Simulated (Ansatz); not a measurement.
**BH5OSi2 (SMILES [SiH3][SiH]1BO1): density, localisation and related maps**

```xyz
9

Si   -0.6455    0.9954   -1.1354
Si    0.1122   -0.8602    0.0552
B     0.5828   -0.8648    1.9042
O     1.5300   -0.4833    1.0438
H    -1.9673    0.6652   -1.7334
H    -0.7998    2.1437   -0.2055
H     0.2940    1.3654   -2.2278
H     0.3981   -2.0373   -0.8074
H     0.5840   -0.9704    3.0890
```

Geometry: PBE0-D4/def2-TZVP.

Computed with Ansatz, RKS PBE0-D4/def2-TZVPP.

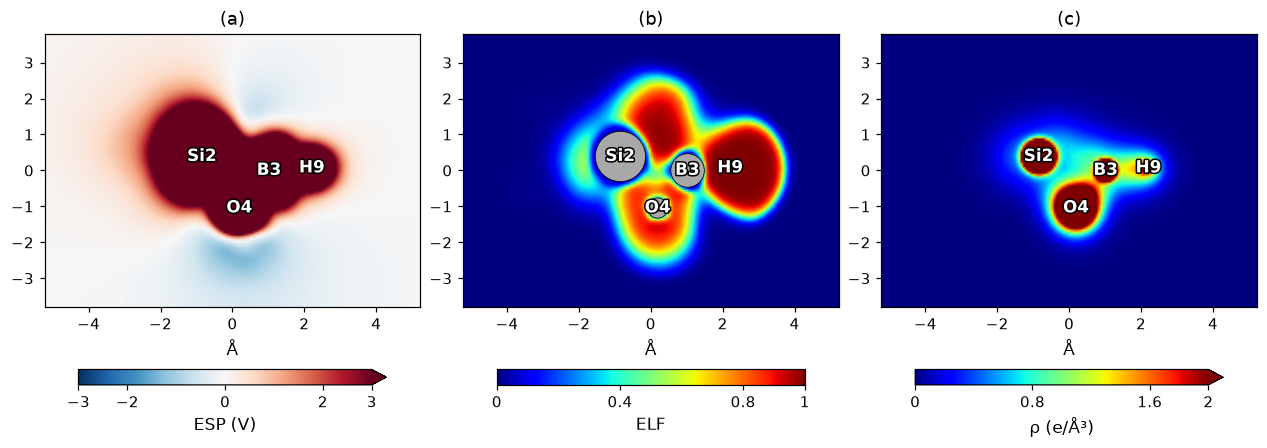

Figure 1. (a) electrostatic potential; (b) ELF; (c) electron density on the plane of atoms O4, B3 and H9. Grey discs cover the atomic cores in the ELF map.

**Read the bonding off the picture.**

The plane passes through Si, B, O and H nuclei.
B–O (1.34 Å): ρ is about 2.3 e/Å³ halfway; the ELF peaks at about 0.85 between the atoms, as expected for a polar covalent bond.
Si–O (1.77 Å): ρ at the midpoint is about 0.91 e/Å³; the ELF peaks at about 0.80 between the atoms (a shared but strongly polarised pair).
Si–B (1.91 Å): ρ is about 0.73 e/Å³ halfway; the ELF peaks at about 0.70 between the atoms.
B–H (1.19 Å): ρ is about 1.3 e/Å³ halfway; the ELF climbs to about 1 towards the hydrogen, as it does in any bond to H; an ordinary covalent bond to hydrogen.
The ELF also peaks beside O4, away from the bonds: lone-pair regions.
Outside the dense part of the molecule the potential is most negative (−1.3 V) near O4.

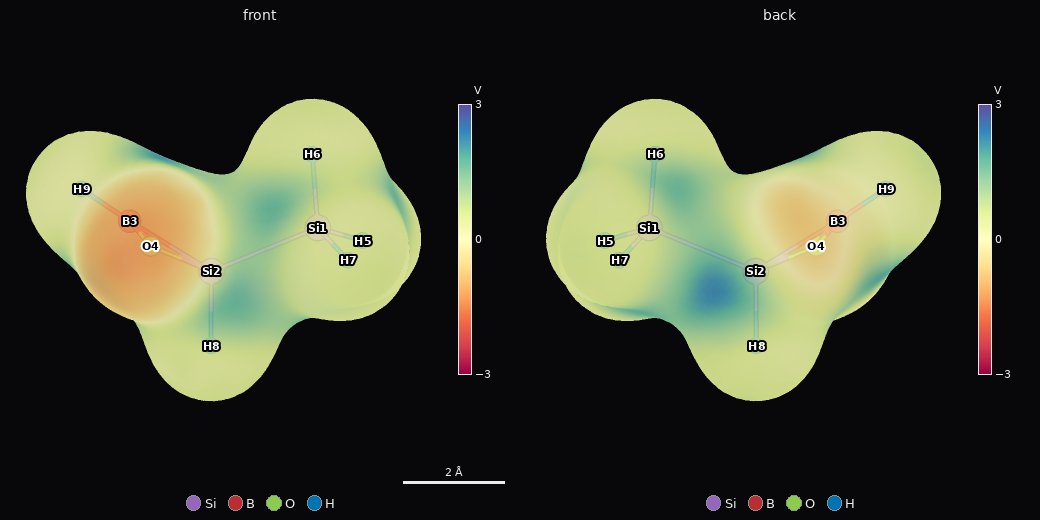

Figure 2. The molecular electrostatic potential painted on the density surface at 0.004 e/bohr³, seen from the front and from behind; red is negative and blue positive.

**Describe the electrostatic potential map.**

The most negative region (about −1.3 V) lies over O4, the most positive (about +2.3 V) over Si2. O4 is the likeliest acceptor of a hydrogen bond.

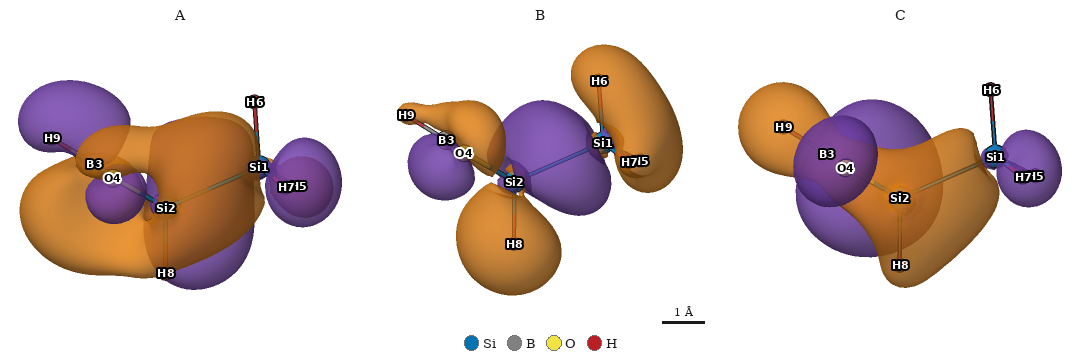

Figure 3. Three frontier orbitals at ±0.06 Å⁻³ᐟ² (orange and purple are the two phases), in no order.

**Which picture is the HOMO−1, the HOMO and the LUMO?**

B is the HOMO−1 (−8.54 eV). Its weight (Hirshfeld) is mainly on Si2 (about 30 %), Si1 (about 30 %), H8 (about 15 %) and O4 (about 10 %). C is the HOMO (−6.97 eV). Its weight (Hirshfeld) is mainly on Si2 (about 40 %), B3 (about 25 %), O4 (about 20 %) and Si1 (about 5 %). A is the LUMO (−1.18 eV). It lies mainly on Si2 (about 35 %), B3 (about 20 %), Si1 (about 15 %) and O4 (about 10 %).

**What is the HOMO–LUMO gap?**

5.79 eV between the orbital energies.
